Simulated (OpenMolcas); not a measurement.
## Run report: AsH$_{3}$, single-point calculation (part 2 of 2)

AsH$_{3}$, multiplicity 3, SMILES [AsH3]; HF/3-21G, UHF (OpenMolcas 26.06). The geometry is that of the parent species in another charge or spin state. The geometry comes from this level: PBE0-D4/def2-TZVP.

Geometry of the input (Å):
```
As -0.2158  0.4876  -0.3460
H  0.3499  0.6303  1.0594
H  -1.0680  -0.7055  0.0611
H  0.9339  -0.4125  -0.7745
```

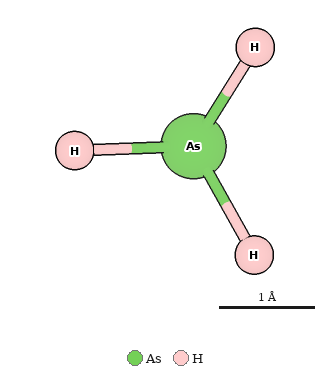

The structure (ball-and-stick view, seen on its broad side).

## Output, continued
```
      Basis set list:
        1 AS1    1s                 11 AS1    2py                21 AS1    3d1+
        2 AS1    1s                 12 AS1    2py                22 AS1    3d2+
        3 AS1    1s                 13 AS1    2py                23 H2     1s
        4 AS1    1s                 14 AS1    2pz                24 H2     1s
        5 AS1    1s                 15 AS1    2pz                25 H3     1s
        6 AS1    2px                16 AS1    2pz                26 H3     1s
        7 AS1    2px                17 AS1    2pz                27 H4     1s
        8 AS1    2px                18 AS1    3d2-               28 H4     1s
        9 AS1    2px                19 AS1    3d1-
       10 AS1    2py                20 AS1    3d0

  Index Energy  Occupation Coefficients ...

    1 -429.5152    1.0000          1 AS1    1s     ( 0.984),

    2  -56.0110    1.0000          2 AS1    1s     ( 1.017),

    3  -49.7575    1.0000          6 AS1    2px    ( 0.373),    10 AS1    2py    (-0.601),    14 AS1    2pz    ( 0.684),

    4  -49.7552    1.0000         10 AS1    2py    (-0.768),    14 AS1    2pz    (-0.600),

    5  -49.7546    1.0000          6 AS1    2px    ( 0.900),

    6   -8.0179    1.0000          3 AS1    1s     ( 1.075),

    7   -5.8484    1.0000          7 AS1    2px    ( 0.393),    11 AS1    2py    (-0.696),    15 AS1    2pz    ( 0.697),

    8   -5.8410    1.0000          7 AS1    2px    (-0.970),

    9   -5.8391    1.0000         11 AS1    2py    ( 0.788),    15 AS1    2pz    ( 0.689),

   10   -2.0711    1.0000         19 AS1    3d1-   (-0.442),    20 AS1    3d0    ( 0.476),    21 AS1    3d1+   ( 0.647),

   11   -2.0704    1.0000         18 AS1    3d2-   (-0.629),    19 AS1    3d1-   ( 0.359),    20 AS1    3d0    (-0.380),    21 AS1    3d1+   ( 0.392),
                                  22 AS1    3d2+   ( 0.417),

   12   -2.0681    1.0000         18 AS1    3d2-   ( 0.318),    19 AS1    3d1-   ( 0.351),    20 AS1    3d0    ( 0.626),    22 AS1    3d2+   ( 0.596),

   13   -2.0618    1.0000         18 AS1    3d2-   ( 0.628),    20 AS1    3d0    (-0.479),    21 AS1    3d1+   ( 0.584),

   14   -2.0610    1.0000         19 AS1    3d1-   ( 0.727),    22 AS1    3d2+   (-0.628),

   15   -0.8868    1.0000          3 AS1    1s     (-0.323),     4 AS1    1s     ( 0.407),     5 AS1    1s     ( 0.498),

   16   -0.5610    1.0000         16 AS1    2pz    ( 0.324),    23 H2     1s     ( 0.282),    24 H2     1s     ( 0.417),

   17   -0.5224    1.0000          7 AS1    2px    (-0.206),     8 AS1    2px    ( 0.355),     9 AS1    2px    ( 0.188),    25 H3     1s     (-0.203),
                                  26 H3     1s     (-0.304),    27 H4     1s     ( 0.203),    28 H4     1s     ( 0.304),

   18   -0.4799    1.0000          5 AS1    1s     (-0.351),    11 AS1    2py    ( 0.235),    12 AS1    2py    (-0.412),    13 AS1    2py    (-0.316),

   19   -0.1486    1.0000         13 AS1    2py    ( 0.579),    17 AS1    2pz    ( 0.855),    24 H2     1s     (-1.088),

   20    0.1249    0.0000          9 AS1    2px    ( 1.065),    26 H3     1s     ( 0.907),    28 H4     1s     (-0.907),

   21    0.2380    0.0000          5 AS1    1s     (-1.401),    13 AS1    2py    ( 1.039),    24 H2     1s     ( 0.955),    26 H3     1s     ( 1.155),
                                  28 H4     1s     ( 1.155),

   22    0.5152    0.0000          5 AS1    1s     (-0.550),     8 AS1    2px    (-0.540),    12 AS1    2py    ( 0.702),    13 AS1    2py    (-0.550),
                                  16 AS1    2pz    (-1.048),    17 AS1    2pz    ( 0.947),

   23    0.5320    0.0000         12 AS1    2py    (-1.187),    13 AS1    2py    ( 1.165),    16 AS1    2pz    (-0.740),    17 AS1    2pz    ( 0.729),

   24    0.5339    0.0000          8 AS1    2px    ( 1.295),     9 AS1    2px    (-1.201),

--

      All orbitals with orbital energies smaller than  E(LUMO)+0.5 are printed

++    Molecular orbitals:
      -------------------

      Title: UHF orbitals (beta)

      Molecular orbitals for symmetry species 1: a

      Basis set list:
        1 AS1    1s                 11 AS1    2py                21 AS1    3d1+
        2 AS1    1s                 12 AS1    2py                22 AS1    3d2+
        3 AS1    1s                 13 AS1    2py                23 H2     1s
        4 AS1    1s                 14 AS1    2pz                24 H2     1s
        5 AS1    1s                 15 AS1    2pz                25 H3     1s
        6 AS1    2px                16 AS1    2pz                26 H3     1s
        7 AS1    2px                17 AS1    2pz                27 H4     1s
        8 AS1    2px                18 AS1    3d2-               28 H4     1s
        9 AS1    2px                19 AS1    3d1-
       10 AS1    2py                20 AS1    3d0

  Index Energy  Occupation Coefficients ...

    1 -429.5113    1.0000          1 AS1    1s     ( 0.984),

    2  -56.0074    1.0000          2 AS1    1s     ( 1.017),

    3  -49.7526    1.0000          6 AS1    2px    (-0.900),

    4  -49.7509    1.0000         10 AS1    2py    (-0.930),

    5  -49.7501    1.0000         14 AS1    2pz    (-0.851),

    6   -8.0078    1.0000          3 AS1    1s     ( 1.075),

    7   -5.8360    1.0000          7 AS1    2px    (-0.970),

    8   -5.8328    1.0000         11 AS1    2py    ( 0.789),    15 AS1    2pz    (-0.605),

    9   -5.8294    1.0000         11 AS1    2py    (-0.695),    15 AS1    2pz    (-0.771),

   10   -2.0648    1.0000         18 AS1    3d2-   (-0.655),    19 AS1    3d1-   ( 0.365),    20 AS1    3d0    (-0.360),    21 AS1    3d1+   ( 0.368),
                                  22 AS1    3d2+   ( 0.413),

   11   -2.0641    1.0000         18 AS1    3d2-   (-0.377),    19 AS1    3d1-   (-0.436),    21 AS1    3d1+   ( 0.583),    22 AS1    3d2+   (-0.515),

   12   -2.0591    1.0000         20 AS1    3d0    ( 0.739),    22 AS1    3d2+   ( 0.540),

   13   -2.0577    1.0000         18 AS1    3d2-   ( 0.602),    20 AS1    3d0    (-0.494),    21 AS1    3d1+   ( 0.599),

   14   -2.0556    1.0000         19 AS1    3d1-   (-0.805),    22 AS1    3d2+   ( 0.508),

   15   -0.7984    1.0000          3 AS1    1s     (-0.303),     4 AS1    1s     ( 0.395),     5 AS1    1s     ( 0.433),

   16   -0.4917    1.0000          7 AS1    2px    (-0.195),     8 AS1    2px    ( 0.333),    25 H3     1s     (-0.208),    26 H3     1s     (-0.341),
                                  27 H4     1s     ( 0.208),    28 H4     1s     ( 0.341),

   17   -0.4407    1.0000          5 AS1    1s     ( 0.193),    11 AS1    2py    (-0.164),    12 AS1    2py    ( 0.277),    13 AS1    2py    ( 0.152),
                                  15 AS1    2pz    (-0.154),    16 AS1    2pz    ( 0.272),    17 AS1    2pz    ( 0.158),    23 H2     1s     ( 0.179),
                                  24 H2     1s     ( 0.258),    26 H3     1s     (-0.245),    28 H4     1s     (-0.245),

   18   -0.0419    0.0000          5 AS1    1s     (-0.430),    13 AS1    2py    (-0.372),    17 AS1    2pz    ( 0.344),

   19    0.1679    0.0000          9 AS1    2px    ( 1.107),    26 H3     1s     ( 0.900),    28 H4     1s     (-0.900),

   20    0.2098    0.0000         13 AS1    2py    (-0.995),    17 AS1    2pz    (-0.697),    24 H2     1s     ( 0.742),    26 H3     1s     (-0.814),
                                  28 H4     1s     (-0.814),

   21    0.2899    0.0000          5 AS1    1s     (-1.287),    17 AS1    2pz    (-0.907),    24 H2     1s     ( 1.388),    26 H3     1s     ( 0.891),
                                  28 H4     1s     ( 0.891),

--

++    Molecular charges:
      ------------------

      Mulliken charges per centre and basis function type
      ---------------------------------------------------

                            AS1                     H2                      H3                      H4
                     alpha        beta       alpha        beta       alpha        beta       alpha        beta
      1s           3.9059      3.7250      0.8763      0.2885      0.5304      0.5322      0.5304      0.5322
      2px          2.5090      2.3501      0.0000      0.0000      0.0000      0.0000      0.0000      0.0000
      2pz          2.8490      2.2922      0.0000      0.0000      0.0000      0.0000      0.0000      0.0000
      2py          2.8015      2.2842      0.0000      0.0000      0.0000      0.0000      0.0000      0.0000
      3d2+         0.9998      0.9998      0.0000      0.0000      0.0000      0.0000      0.0000      0.0000
      3d1+         1.0000      0.9991      0.0000      0.0000      0.0000      0.0000      0.0000      0.0000
      3d0          1.0000      0.9986      0.0000      0.0000      0.0000      0.0000      0.0000      0.0000
      3d1-         0.9996      0.9996      0.0000      0.0000      0.0000      0.0000      0.0000      0.0000
      3d2-         0.9980      0.9983      0.0000      0.0000      0.0000      0.0000      0.0000      0.0000
      Total       17.0628     15.6471      0.8763      0.2885      0.5304      0.5322      0.5304      0.5322
      Total             32.7099                  1.1648                  1.0627                  1.0627

      Charge            0.2901                 -0.1648                 -0.0627                 -0.0627

      Total electronic charge=   36.000000

      Total            charge=   -0.000000
--

++    Molecular orbitals:
      -------------------

      Title: Natural orbitals

      Molecular orbitals for symmetry species 1: a

      Basis set list:
        1 AS1    1s                 11 AS1    2py                21 AS1    3d1+
        2 AS1    1s                 12 AS1    2py                22 AS1    3d2+
        3 AS1    1s                 13 AS1    2py                23 H2     1s
        4 AS1    1s                 14 AS1    2pz                24 H2     1s
        5 AS1    1s                 15 AS1    2pz                25 H3     1s
        6 AS1    2px                16 AS1    2pz                26 H3     1s
        7 AS1    2px                17 AS1    2pz                27 H4     1s
        8 AS1    2px                18 AS1    3d2-               28 H4     1s
        9 AS1    2px                19 AS1    3d1-
       10 AS1    2py                20 AS1    3d0

  Index Energy  Occupation Coefficients ...

    1 -429.5133    2.0000          1 AS1    1s     ( 0.984),

    2  -56.0080    2.0000          2 AS1    1s     ( 1.018),

    3  -49.7536    2.0000          6 AS1    2px    ( 0.373),    10 AS1    2py    (-0.600),    14 AS1    2pz    ( 0.683),

    4  -49.7529    2.0000         10 AS1    2py    ( 0.767),    14 AS1    2pz    ( 0.600),

    5  -49.7529    2.0000          6 AS1    2px    ( 0.899),

    6   -7.6076    2.0000          3 AS1    1s     ( 0.993),

    7   -5.7218    2.0000          7 AS1    2px    ( 0.955),

    8   -5.8332    2.0000         11 AS1    2py    (-0.853),    15 AS1    2pz    (-0.616),

    9   -2.0647    2.0000         18 AS1    3d2-   ( 0.821),

   10   -4.2479    2.0000          7 AS1    2px    ( 0.295),    11 AS1    2py    (-0.448),    15 AS1    2pz    ( 0.550),    20 AS1    3d0    (-0.480),
                                  21 AS1    3d1+   (-0.335),

   11   -2.0999    2.0000         19 AS1    3d1-   (-0.727),    20 AS1    3d0    (-0.374),    21 AS1    3d1+   (-0.380),    22 AS1    3d2+   ( 0.382),

   12   -3.5678    2.0000          3 AS1    1s     ( 0.310),    11 AS1    2py    ( 0.312),    15 AS1    2pz    (-0.396),    20 AS1    3d0    (-0.480),
                                  22 AS1    3d2+   (-0.615),

   13   -2.1709    2.0000         18 AS1    3d2-   (-0.329),    20 AS1    3d0    (-0.527),    21 AS1    3d1+   ( 0.577),    22 AS1    3d2+   ( 0.416),

   14   -2.5187    2.0000         18 AS1    3d2-   (-0.392),    19 AS1    3d1-   (-0.511),    21 AS1    3d1+   ( 0.481),    22 AS1    3d2+   (-0.479),

   15   -0.8075    1.9997          3 AS1    1s     (-0.286),     4 AS1    1s     ( 0.352),     5 AS1    1s     ( 0.393),

   16   -0.5159    1.9990          7 AS1    2px    (-0.187),     8 AS1    2px    ( 0.343),     9 AS1    2px    ( 0.173),    25 H3     1s     (-0.204),
                                  26 H3     1s     (-0.320),    27 H4     1s     ( 0.204),    28 H4     1s     ( 0.320),

   17   -0.5221    1.9941          4 AS1    1s     ( 0.176),     5 AS1    1s     ( 0.227),    11 AS1    2py    (-0.150),    12 AS1    2py    ( 0.260),
                                  13 AS1    2py    ( 0.178),    15 AS1    2pz    (-0.152),    16 AS1    2pz    ( 0.263),    17 AS1    2pz    ( 0.159),
                                  23 H2     1s     ( 0.226),    24 H2     1s     ( 0.271),    26 H3     1s     (-0.158),    28 H4     1s     (-0.157),

   18   -0.2683    1.0000          5 AS1    1s     (-0.463),    12 AS1    2py    (-0.292),    13 AS1    2py    (-0.234),    16 AS1    2pz    ( 0.279),

   19    0.0385    1.0000         13 AS1    2py    ( 0.573),    17 AS1    2pz    ( 0.844),    24 H2     1s     (-1.107),

   20    0.4385    0.0059          5 AS1    1s     (-1.376),    13 AS1    2py    ( 0.751),    26 H3     1s     ( 1.007),    28 H4     1s     ( 1.006),

   21    0.1668    0.0010          8 AS1    2px    ( 0.497),     9 AS1    2px    ( 0.775),    26 H3     1s     ( 0.844),    28 H4     1s     (-0.844),

   22    0.6072    0.0003          5 AS1    1s     (-2.181),    13 AS1    2py    ( 1.216),    17 AS1    2pz    (-1.653),    24 H2     1s     ( 1.335),

   23    0.7204    0.0000          4 AS1    1s     (-1.181),     5 AS1    1s     ( 1.751),    12 AS1    2py    (-1.028),    24 H2     1s     (-1.014),

   24    0.6962    0.0000          8 AS1    2px    (-1.211),     9 AS1    2px    ( 1.541),

   25    0.6582    0.0000          4 AS1    1s     (-1.718),     5 AS1    1s     ( 2.681),

   26    0.9716    0.0000         23 H2     1s     ( 0.990),    24 H2     1s     (-1.363),

   27    1.1670    0.0000          5 AS1    1s     (-2.315),    26 H3     1s     ( 1.558),    28 H4     1s     ( 1.557),

   28    1.0926    0.0000         25 H3     1s     ( 0.883),    26 H3     1s     (-0.954),    27 H4     1s     (-0.884),    28 H4     1s     ( 0.956),

--

++    Molecular properties:
      ---------------------

      Charge (e):
                      =   -0.0000
      Dipole Moment (debye):
      Origin of the operator (angstrom)=   -0.2046    0.4624   -0.3281
                   X= -3.6670E-01               Y=  2.9967E-01               Z= -7.7331E-01           Total=  9.0680E-01
      Quadrupole Moment (debye*angstrom):
      Origin of the operator (angstrom)=   -0.2046    0.4624   -0.3281
                  XX= -2.1305E+01              XY= -5.4712E-01              XZ= -1.0677E+00              YY= -2.1399E+01
                  YZ= -1.4724E+00              ZZ= -2.4014E+01
      In traceless form (debye*angstrom)
                  XX=  1.4017E+00              XY= -8.2068E-01              XZ= -1.6015E+00              YY=  1.2599E+00
                  YZ= -2.2086E+00              ZZ= -2.6616E+00
--

--- Stop Module: scf /rc=_RC_ALL_IS_WELL_ ---
--- Module scf spent 1 second ---

.##################.
.# Happy landing! #.
.##################.

    Timing: Wall=2.62 User=1.99 System=0.58
```

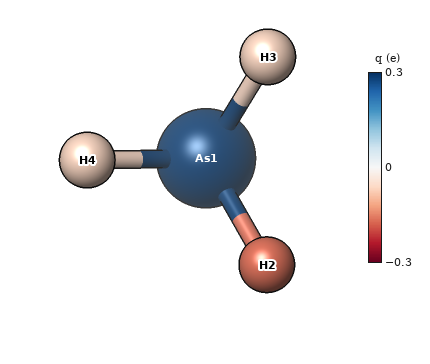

Mulliken charges, as the colour of each atom (ball-and-stick view, seen on its broad side; atoms are numbered from 1 in the order of the input). By element: As +0.29 and H −0.16 to −0.06 e.

## Summary

```tsv
quantity	value
outcome	converged
total energy	−2224.912318 hartree
basis functions	28
⟨S²⟩	2.014
dipole moment	0.91 debye
wall time	2.8 s
peak memory	0.37 GiB
```
